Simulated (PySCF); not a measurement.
**doublet AlH+ at 6 levels**

Aim: a comparison of 6 runs (U-revPBE/def2-TZVPPD, UB2PLYP/def2-TZVPPD, UB3LYP/def2-TZVPPD, UBHLYP/def2-TZVPPD, UBLYP/def2-TZVPPD, UM06-L/def2-TZVPPD) of doublet AlH+. The job is set up through a Python script.

The calculation is run with PySCF 2.14.0.

3 further runs of the same task are left out: 3 set aside as unsound or not needed.

**1. The system as given**

The species is AlH+ (2 atoms), meant as a doublet with charge +1. As SMILES of the parent species, `[AlH]`. Geometry: relaxed at PBE0-D4/def2-TZVP. That shape belongs to the parent species and isn't relaxed for this state.

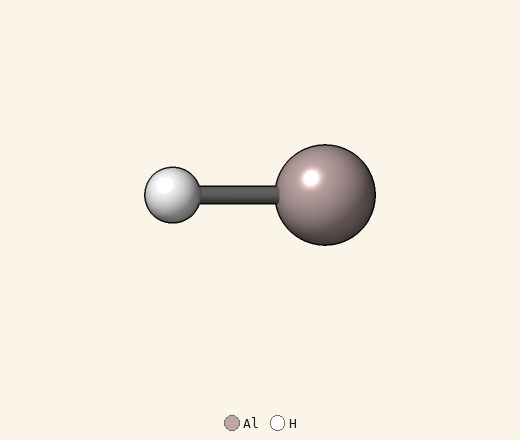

Viewed from a chosen angle; aluminium light grey, hydrogen white.

**2. A single-point energy at U-revPBE/def2-TZVPPD (run 1)**

calc.py

```python
from pyscf import gto, dft

mol = gto.M(
    atom='Al -0.000000 0.000000 -0.025640; H 0.000000 -0.000000 1.639110',
    verbose=4,
    charge=1,
    basis='def2-tzvppd',
    spin=1,
    max_memory=1860,
)

mf = dft.UKS(mol)
mf.xc = 'revpbe'
mf.grids.level = 5
mf.conv_tol = 1e-10
mf.kernel()
if not mf.converged:
    mf = mf.newton().run(mf.mo_coeff, mf.mo_occ)

e_final = mf.e_tot
print('Final energy', e_final)
```

Run with:

```sh
$ OMP_NUM_THREADS=1 python calc.py
```

The log of the run:

```text
PySCF version 2.14.0

[INPUT] num. atoms = 2
[INPUT] num. electrons = 13
[INPUT] charge = 1
[INPUT] spin (= nelec alpha-beta = 2S) = 1
[INPUT] symmetry False subgroup None
[INPUT] Mole.unit = angstrom
[INPUT] Symbol           X                Y                Z      unit          X                Y                Z       unit  Magmom
[INPUT]  1 Al     0.000000000000   0.000000000000  -0.025640000000 AA    0.000000000000   0.000000000000  -0.048452577834 Bohr   0.0
[INPUT]  2 H      0.000000000000   0.000000000000   1.639110000000 AA    0.000000000000   0.000000000000   3.097468988036 Bohr   0.0

nuclear repulsion = 4.13233442977024
number of shells = 23
number of NR pGTOs = 88
number of NR cGTOs = 65
basis = def2-tzvppd
ecp = {}

[... 36 lines left out ...]
WARN: HOMO -0.194939514301252 >= LUMO -0.19493951430125
[... 42 lines left out ...]
converged SCF energy = -242.630313609594  <S^2> = 0.75686854  2S+1 = 2.0068568
Final energy -242.63031360959442
```

Run time: 4.2 s. Hardware: 1 thread of Arm Neoverse V2, shared host; peak memory 0.31 GiB.

**3. A single-point energy at UB2PLYP/def2-TZVPPD (run 2)**

geometry.xyz

```xyz
2

Al     0.000000     0.000000    -0.025640
H      0.000000     0.000000     1.639110
```

job.py

```python
from pyscf import gto, dft, mp

mol = gto.Mole()
mol.atom = 'geometry.xyz'
mol.spin = 1
mol.charge = 1
mol.max_memory = 1860
mol.basis = 'def2-tzvppd'
mol.verbose = 4
mol.build()

mf = dft.UKS(mol, xc='0.53*HF + 0.47*B88, 0.73*LYP')
mf.grids.level = 5
mf.conv_tol = 1e-10
mf.kernel()
if not mf.converged:
    mf = mf.newton().run(mf.mo_coeff, mf.mo_occ)

pt = mp.MP2(mf, frozen=5).run()
e_tot = mf.e_tot + 0.27 * pt.e_corr
print('PT2 part  %.8f' % (0.27 * pt.e_corr))
print('E(%s) = %.9f' % ('B2PLYP', e_tot))
```

Run with:

```sh
$ OMP_NUM_THREADS=1 python job.py
```

The log of the run:

```text
PySCF version 2.14.0

[INPUT] num. atoms = 2
[INPUT] num. electrons = 13
[INPUT] charge = 1
[INPUT] spin (= nelec alpha-beta = 2S) = 1
[INPUT] symmetry False subgroup None
[INPUT] Mole.unit = angstrom
[INPUT] Symbol           X                Y                Z      unit          X                Y                Z       unit  Magmom
[INPUT]  1 Al     0.000000000000   0.000000000000  -0.025640000000 AA    0.000000000000   0.000000000000  -0.048452577834 Bohr   0.0
[INPUT]  2 H      0.000000000000   0.000000000000   1.639110000000 AA    0.000000000000   0.000000000000   3.097468988036 Bohr   0.0

nuclear repulsion = 4.13233442977024
number of shells = 23
number of NR pGTOs = 88
number of NR cGTOs = 65
basis = def2-tzvppd
ecp = {}

[... 36 lines left out ...]
WARN: HOMO -0.189917858425224 >= LUMO -0.189917858425225
[... 46 lines left out ...]
converged SCF energy = -242.550992122535  <S^2> = 0.76901176  2S+1 = 2.0189222
[... 1 line left out ...]
******** <class 'pyscf.mp.ump2.UMP2'> ********
nocc = (np.int64(2), np.int64(1)), nmo = (60, 60)
frozen orbitals 5
E(UMP2) = -242.594618378748  E_corr = -0.0436262562129149
E(SCS-UMP2) = -242.601908201269  E_corr = -0.0509160787333807
E_corr(same-spin) = -0.00165626391013516
E_corr(oppo-spin) = -0.0419699923027797
PT2 part  -0.01177909
E(B2PLYP) = -242.562771212
```

Run time: 4.8 s. Hardware: 1 thread of Arm Neoverse V2, shared host; peak memory 0.31 GiB.

Runs 3 to 4 aren't shown in full; the table further down has their settings and results.

**4. A single-point energy at UBLYP/def2-TZVPPD (run 5)**

mol.xyz

```xyz
2

Al     0.000000     0.000000    -0.025640
H      0.000000     0.000000     1.639110
```

run.py

```python
from pyscf import gto, dft

mol = gto.M(
    atom='mol.xyz',
    basis='def2-tzvppd',
    spin=1,
    charge=1,
    max_memory=1860,
    verbose=3,
)

mf = dft.UKS(mol)
mf.xc = 'blyp'
mf.conv_tol = 1e-10
mf.grids.level = 5
mf.kernel()
if not mf.converged:
    mf = mf.newton().run(mf.mo_coeff, mf.mo_occ)

energy = mf.e_tot
print('Final energy', energy)
```

Run with:

```sh
$ OMP_NUM_THREADS=1 python run.py
```

The log of the run:

```text
WARN: HOMO -0.191928446788886 >= LUMO -0.191928446788882

converged SCF energy = -242.690443663576  <S^2> = 0.75639594  2S+1 = 2.0063857
Final energy -242.69044366357622
```

Run time: 4.2 s. Hardware: 1 thread of Arm Neoverse V2, shared host; peak memory 0.31 GiB.

**5. A single-point energy at UM06-L/def2-TZVPPD (run 6)**

input.py

```python
from pyscf import gto, dft

mol = gto.M(
    atom='Al -0.000000 0.000000 -0.025640; H 0.000000 -0.000000 1.639110',
    charge=1,
    basis='def2-tzvppd',
    verbose=3,
    max_memory=1860,
    spin=1,
)

mf = dft.UKS(mol)
mf.xc = 'm06-l'
mf.grids.level = 5
mf.conv_tol = 1e-10
mf.kernel()
if not mf.converged:
    mf = mf.newton().run(mf.mo_coeff, mf.mo_occ)

etot = mf.e_tot
print(f'total energy: {etot:.8f} hartree')
```

Run with:

```sh
$ OMP_NUM_THREADS=1 python input.py
```

The log of the run:

```text
WARN: HOMO -0.200030570323698 >= LUMO -0.200030570323705

converged SCF energy = -242.668672644262  <S^2> = 0.75638654  2S+1 = 2.0063764
total energy: -242.66867264 hartree
```

Wall time 9.9 s (1 thread of Arm Neoverse V2, shared host); peak memory 0.35 GiB.

**6. All runs side by side**

| run | level | frozen core orbitals | energy (Eh) | HOMO energy (eV) | LUMO energy (eV) | ⟨S²⟩ | wall time |
| --- | --- | --- | --- | --- | --- | --- | --- |
| 1 | U-revPBE/def2-TZVPPD | – | -242.630314 | -13.03 | -11.25 | 0.757 | 4.2 s |
| 2 | UB2PLYP/def2-TZVPPD | 5 | -242.562771 | -15.09 | -9.18 | 0.769 | 4.8 s |
| 3 | UB3LYP/def2-TZVPPD | – | -242.703218 | -13.90 | -10.83 | 0.759 | 4.5 s |
| 4 | UBHLYP/def2-TZVPPD | – | -242.684912 | -15.06 | -9.61 | 0.766 | 4.5 s |
| 5 | UBLYP/def2-TZVPPD | – | -242.690444 | -12.91 | -11.40 | 0.756 | 4.2 s |
| 6 | UM06-L/def2-TZVPPD | – | -242.668673 | -13.13 | -11.52 | 0.756 | 9.9 s |

**7. What came out**

| quantity | value |
| --- | --- |
| run 6: total energy | -242.66867 Eh |
| run 6: HOMO energy (highest over α and β) | -13.13 eV |
| run 6: LUMO energy (lowest over α and β) | -11.52 eV |
| run 6: ⟨S²⟩ | 0.756 |

Totals of different functionals can't be ranked against each other. All runs together took 32 s, the longest 9.9 s.
